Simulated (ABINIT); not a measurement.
# A GW chain in ABINIT: WSe2 (P6_3/mmc)

Wanted: ground state, empty states, screening and self-energy for WSe2 (P6_3/mmc).

Calculated with ABINIT 10.8.3; PBE and many-body steps on it, plane waves.

The database entry behind the starting cell differs from later determinations by our own check (a about 0.2 % long), so it need not match the best structure at ambient conditions.

**1. The starting structure**

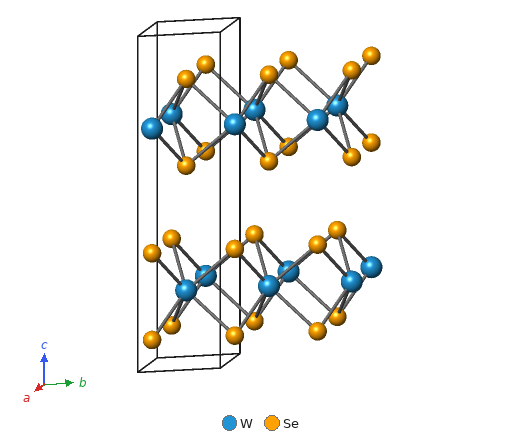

The starting structure, seen slightly off an axis (tungsten blue, selenium orange). 2×3×1 cells are drawn.

As a file:

```cif
data_structure
_symmetry_space_group_name_H-M 'P 1'
_symmetry_Int_Tables_number 1
_cell_length_a 3.2900
_cell_length_b 3.2900
_cell_length_c 12.9700
_cell_angle_alpha 90.000
_cell_angle_beta 90.000
_cell_angle_gamma 120.000
_cell_volume 121.58
loop_
_atom_site_label
_atom_site_type_symbol
_atom_site_fract_x
_atom_site_fract_y
_atom_site_fract_z
_atom_site_occupancy
W1 W 0.33333 0.66667 0.25000 1
W2 W 0.66667 0.33333 0.75000 1
Se3 Se 0.33333 0.66667 0.62100 1
Se4 Se 0.66667 0.33333 0.12100 1
Se5 Se 0.33333 0.66667 0.87900 1
Se6 Se 0.66667 0.33333 0.37900 1
```

The cell and positions come from the Crystallography Open Database and are kept as given unless a step says otherwise.

**2. Ground state**

This step: ABINIT 10.8.3; DFT, PBE with spin-orbit coupling, plane waves, norm-conserving pseudopotentials.

The ground-state density comes first.

File run.abi:

```
acell 3*1.0 Angstrom
rprim 
  3.290000000028 -0.000000000007 0.000000000000
  -1.645000000008 2.849223578479 0.000000000000
  0.000000000000 0.000000000000 12.970000000000
ntypat 2
znucl 74 34
natom 6
typat 1 1 2 2 2 2
xred 
  0.333333333333 0.666666666667 0.250000000000
  0.666666666667 0.333333333333 0.750000000000
  0.333333333333 0.666666666667 0.621000000000
  0.666666666667 0.333333333333 0.121000000000
  0.333333333333 0.666666666667 0.879000000000
  0.666666666667 0.333333333333 0.379000000000
pp_dirpath "pseudos"
pseudos "W.upf, Se.upf"
ecut 58
nspinor 2
ngkpt 6 6 2
nshiftk 1
shiftk 0 0 0
kptopt 1
chksymbreak 0
nband 138
occopt 1
tolvrs 1e-08
nstep 60
prtwf 0
optforces 0
optstress 0
indata_prefix "in"
outdata_prefix "out"
tmpdata_prefix "tmp"
```

Launch:

```console
> OMP_NUM_THREADS=1 mpirun -n 14 abinit run.abi > log
```

Numbers of over 12 decimals in the logs are rounded to 6 here.

What it wrote:

```text
.Version 10.8.3 of ABINIT. v10.8.2 released Aug 2026.

 Symmetries : space group P6_3/m m c (#194); Bravais hP (primitive hexag.)
================================================================================
 Values of the parameters that define the memory need of the present run
     intxc =       0    ionmov =       0      iscf =       7    lmnmax =      25
     lnmax =      25     mgfft =     180  mpssoang =       7    mqgrid =    8403
     natom =       6  nloc_mem =       1    nspden =       1   nspinor =       2
    nsppol =       1      nsym =      24    n1xccc =    2501    ntypat =       2
    occopt =       1   xclevel =       2
-    mband =         138        mffmem =           1         mkmem =           1
       mpw =       17365          nfft =      364500          nkpt =          14
================================================================================
  Rough estimation (10% accuracy) of disk space for files :
================================================================================

--------------------------------------------------------------------------------
------------- Echo of variables that govern the present computation ------------
--------------------------------------------------------------------------------
 -outvars: echo values of preprocessed input variables --------
            acell      1.8897261259E+00  1.8897261259E+00  1.8897261259E+00 Bohr

      chksymbreak           0
             ecut      5.80000000E+01 Hartree
-          fftalg         312

              ixc     -101130
              kpt      0.00000000E+00  0.00000000E+00  0.00000000E+00
                       1.66666667E-01  0.00000000E+00  0.00000000E+00
                       3.33333333E-01  0.00000000E+00  0.00000000E+00
                       5.00000000E-01  0.00000000E+00  0.00000000E+00
                       1.66666667E-01  1.66666667E-01  0.00000000E+00
                       3.33333333E-01  1.66666667E-01  0.00000000E+00
                       3.33333333E-01  3.33333333E-01  0.00000000E+00
                       0.00000000E+00  0.00000000E+00  5.00000000E-01
                       1.66666667E-01  0.00000000E+00  5.00000000E-01
                       3.33333333E-01  0.00000000E+00  5.00000000E-01
                       5.00000000E-01  0.00000000E+00  5.00000000E-01
[...]
kptrlatt        6    0    0      0    6    0      0    0    2
          kptrlen      3.73031937E+01
P           mkmem           1
            natom           6
            nband         138
            ngfft          45      45     180
             nkpt          14
          nspinor           2
            nstep          60
             nsym          24
           ntypat           2
              occ      1.000000  1.000000  1.000000  1.000000  1.000000  1.000000
                       1.000000  1.000000  1.000000  1.000000  1.000000  1.000000
                       1.000000  1.000000  1.000000  1.000000  1.000000  1.000000
                       1.000000  1.000000  1.000000  1.000000  1.000000  1.000000
                       1.000000  1.000000  1.000000  1.000000  1.000000  1.000000
                       1.000000  1.000000  1.000000  1.000000  1.000000  1.000000
                       1.000000  1.000000  1.000000  1.000000  1.000000  1.000000
                       1.000000  1.000000  1.000000  1.000000  1.000000  1.000000
                       1.000000  1.000000  1.000000  1.000000  1.000000  1.000000
   [... 12 further rows ...]
                       0.000000  0.000000  0.000000  0.000000  0.000000  0.000000
                       0.000000  0.000000  0.000000  0.000000  0.000000  0.000000
        optforces           0
        optstress           0
            prtwf           0
            rprim      3.2900000000E+00 -7.0000000000E-12  0.0000000000E+00
[...]
spgroup         194

           tolvrs      1.00000000E-08

             xred      3.3333333333E-01  6.6666666667E-01  2.5000000000E-01
[...]
znucl       74.00000   34.00000

================================================================================

 chkinp: Checking input parameters for consistency.

================================================================================
== DATASET  1 ==================================================================
-   mpi_nproc: 14, omp_nthreads: 1 (-1 if OMP is not activated)

--- !DatasetInfo
iteration_state: {dtset: 1, }
dimensions: {natom: 6, nkpt: 14, mband: 138, nsppol: 1, nspinor: 2, nspden: 1, mpw: 17365, }
cutoff_energies: {ecut:  58.0, pawecutdg:  -1.0, }
electrons: {nelect:   1.24000000E+02, charge:   0.00000000E+00, occopt:   1.00000000E+00, tsmear:   1.00000000E-02, }

 Real(R)+Recip(G) space primitive vectors, cartesian coordinates (Bohr,Bohr^-1):
 R(1)=  6.2171990  0.0000000  0.0000000  G(1)=  0.1608441  0.0928634  0.0000000
 R(2)= -3.1085995  5.3842522  0.0000000  G(2)=  0.0000000  0.1857268  0.0000000
 R(3)=  0.0000000  0.0000000 24.5097479  G(3)=  0.0000000  0.0000000  0.0408001
 Unit cell volume ucvol=  8.2046301E+02 bohr^3
 Angles (23,13,12)=  9.00000000E+01  9.00000000E+01  1.20000000E+02 degrees

 getcut: wavevector=  0.0000  0.0000  0.0000  ngfft=  45  45 180
         ecut(hartree)=     58.000   => boxcut(ratio)=   2.06433

[...]
--- !BeginCycle
iteration_state: {dtset: 1, }
solver: {iscf: 7, nstep: 60, nline: 4, wfoptalg: 0, }
tolerances: {tolvrs: 1.00E-08, }

     iter   Etot(hartree)      deltaE(h)  residm     vres2
 ETOT  1  -1495.1650076548    -1.495E+03 2.815E+00 9.392E+02
 ETOT  2  -1504.7702651626    -9.605E+00 4.894E-01 2.313E+03
 ETOT  3  -1504.9545009956    -1.842E-01 1.030E-01 6.094E+02
 ETOT  4  -1504.9663452958    -1.184E-02 8.557E-02 3.068E+02
 ETOT  5  -1504.9844894142    -1.814E-02 1.694E-02 1.080E+01
 ETOT  6  -1504.9850602435    -5.708E-04 1.928E-02 2.706E+00
 ETOT  7  -1504.9851264165    -6.617E-05 5.922E-03 1.757E-01
 ETOT  8  -1504.9851359008    -9.484E-06 5.607E-03 3.750E-03
 ETOT  9  -1504.9851360407    -1.399E-07 2.995E-03 1.201E-04
 ETOT 10  -1504.9851360556    -1.490E-08 4.307E-03 1.491E-06
 ETOT 11  -1504.9851360563    -7.039E-10 3.685E-03 2.097E-07
 ETOT 12  -1504.9851360564    -7.617E-11 5.795E-03 1.609E-08
 ETOT 13  -1504.9851360563     9.641E-11 5.138E-03 1.662E-10

 At SCF step   13       vres2   =  1.66E-10 < tolvrs=  1.00E-08 =>converged.

--- !ResultsGS
iteration_state: {dtset: 1, }
comment   : Summary of ground state results
lattice_vectors:
- [  6.2171990,  -0.0000000,   0.0000000, ]
- [ -3.1085995,   5.3842522,   0.0000000, ]
- [  0.0000000,   0.0000000,  24.5097479, ]
lattice_lengths: [   6.21720,    6.21720,   24.50975, ]
lattice_angles: [ 90.000,  90.000, 120.000, ] # degrees, (23, 13, 12)
lattice_volume:   8.2046301E+02
convergence: {deltae:  9.641E-11, res2:  1.662E-10, residm:  5.138E-03, diffor:  0.000E+00, }
etotal    :  -1.50498514E+03
entropy   :   0.00000000E+00
fermie    :   3.63734360E-01
cartesian_stress_tensor: null
pressure_GPa: null
xred      :
- [  3.3333E-01,   6.6667E-01,   2.5000E-01,  W]
- [  6.6667E-01,   3.3333E-01,   7.5000E-01,  W]
- [  3.3333E-01,   6.6667E-01,   6.2100E-01, Se]
- [  6.6667E-01,   3.3333E-01,   1.2100E-01, Se]
- [  3.3333E-01,   6.6667E-01,   8.7900E-01, Se]
- [  6.6667E-01,   3.3333E-01,   3.7900E-01, Se]
cartesian_forces: null
force_length_stats: {min: null, max: null, mean: null, }

 Integrated electronic density in atomic spheres:
 ------------------------------------------------
 Atom  Sphere_radius  Integrated_density
[...]
================================================================================

 ----iterations are completed or convergence reached----

 Mean square residual over all n,k,spin=   93.758E-07; max=  51.385E-04
 reduced coordinates (array xred) for    6 atoms
[...]
0.666666666667      0.333333333333      0.750000000000
       0.333333333333      0.666666666667      0.621000000000
       0.666666666667      0.333333333333      0.121000000000
       0.333333333333      0.666666666667      0.879000000000
       0.666666666667      0.333333333333      0.379000000000
 rms dE/dt=  0.0000E+00; max dE/dt=  0.0000E+00; dE/dt below (all hartree)
    1       0.000000000000      0.000000000000      0.000000000000
    2       0.000000000000      0.000000000000      0.000000000000
    3       0.000000000000      0.000000000000      0.000000000000
    4       0.000000000000      0.000000000000      0.000000000000
    5       0.000000000000      0.000000000000      0.000000000000
    6       0.000000000000      0.000000000000      0.000000000000

 cartesian coordinates (angstrom) at end:
    1      4e-12     1.899482     3.242500
    2      1.645000     0.949741     9.727500
    3      4e-12     1.899482     8.054370
    4      1.645000     0.949741     1.569370
    5      4e-12     1.899482    11.400630
    6      1.645000     0.949741     4.915630
 length scales=  1.889726125908  1.889726125908  1.889726125908 bohr
              =  1.000000000000  1.000000000000  1.000000000000 angstroms
 prteigrs : about to open file out_EIG
 Fermi (or HOMO) energy (hartree) =   0.36373   Average Vxc (hartree)=  -0.41987
 Eigenvalues (hartree) for nkpt=  14  k points:
 kpt#   1, nband=138, wtk=  0.01389, kpt=  0.0000  0.0000  0.0000 (reduced coord)
  -7.28696   -7.28696   -7.28696   -7.28696   -7.28696   -7.28696   -7.28696   -7.28696
  -5.20983   -5.20983   -5.20983   -5.20983   -5.20983   -5.20983   -5.20983   -5.20983
  -4.99454   -4.99454   -4.99454   -4.99454   -4.99454   -4.99454   -4.99454   -4.99454
  -4.99360   -4.99360   -4.99360   -4.99360   -4.99360   -4.99360   -4.99360   -4.99360
  -2.36215   -2.36215   -2.36215   -2.36215   -1.41738   -1.41738   -1.41738   -1.41738
  -1.41737   -1.41737   -1.41737   -1.41737   -1.41627   -1.41627   -1.41626   -1.41626
  -1.41626   -1.41626   -1.41625   -1.41625   -1.38484   -1.38484   -1.38483   -1.38483
  -1.38477   -1.38477   -1.38477   -1.38477   -1.38386   -1.38386   -1.38385   -1.38385
  -1.38382   -1.38382   -1.38381   -1.38381   -1.38333   -1.38333   -1.38332   -1.38332
  -1.38332   -1.38332   -1.38331   -1.38331   -1.31086   -1.31086   -1.31085   -1.31085
  -0.95361   -0.95361   -0.95361   -0.95361   -0.94901   -0.94901   -0.94901   -0.94901
  -0.20015   -0.20015   -0.19092   -0.19092   -0.15682   -0.15682   -0.14138   -0.14138
   0.09902    0.09902    0.13963    0.13963    0.22693    0.22693    0.25866    0.25866
   0.25918    0.25918    0.26684    0.26684    0.26753    0.26753    0.29500    0.29500
   0.29894    0.29894    0.31098    0.31098    0.31307    0.31307    0.32176    0.32176
   0.32497    0.32497    0.36373    0.36373    0.45227    0.45231    0.45425    0.45443
   0.46001    0.46016    0.46127    0.46217    0.46459    0.46581    0.46898    0.46912
   0.46958    0.47093
 prteigrs : prtvol=0 or 1, do not print more k-points.

--- !EnergyTerms
iteration_state     : {dtset: 1, }
comment             : Components of total free energy in Hartree
kinetic             :  6.25872914187069E+02
hartree             :  5.72063510316424E+02
xc                  : -1.48708690272528E+02
Ewald energy        : -7.08466026466593E+02
psp_core            :  1.88871967728293E+01
local_psp           : -1.54337258689096E+03
non_local_psp       : -3.21261453702497E+02
total_energy        : -1.50498513605626E+03
total_energy_eV     : -4.09527318316871E+04
band_energy         : -2.52548250244622E+02

== END DATASET(S) ==============================================================
================================================================================

 -outvars: echo values of variables after computation  --------
           etotal     -1.5049851361E+03
            nband         138
             nkpt          14
          spgroup         194
 [... the other variables as echoed above ...]

 Calculation completed.
```

Run time: 10 min. Hardware: 14 MPI ranks of Arm Neoverse V2, shared host; peak memory 3.5 GiB; 2.4 h of CPU time.

This step gave:

```
total energy               : -40952.7318 eV
gap                        : 0.9086 eV
k of the valence top       : 0, 0, 0
k of the conduction bottom : 0.1667, 0.1667, 0
least direct gap           : 1.312 eV
```

The gap is indirect, with the least direct gap 0.40 eV higher.

(Continued in part 2 of 3.)

[Paths, hosts, dates, memory and timing lines, banners, echoed tables and standing remarks are left out of the program output.]

[Logs are printed without paths, hosts, clocks, repeated set-up lines and the standing remarks that a program may print on its own settings, such as how far it seeks lower states.]

[Runs of the session that timed out or met a known fault of the program may be left out.]

[Hosts, paths, dates, database ids (printed as entryN), source tags and the programs' standing remarks are cut or masked in the printed files.]

[G0W0 gaps are taken among the corrected bands and points alone; a level outside them can change the order at an edge.]

[Where Ansatz stands beside ABINIT at settings called matched, ABINIT's density can come from a denser mesh and the files from another edition; pairs whose starting gaps differed by over 0.03 eV were left out, so agreement reads better than it is.]
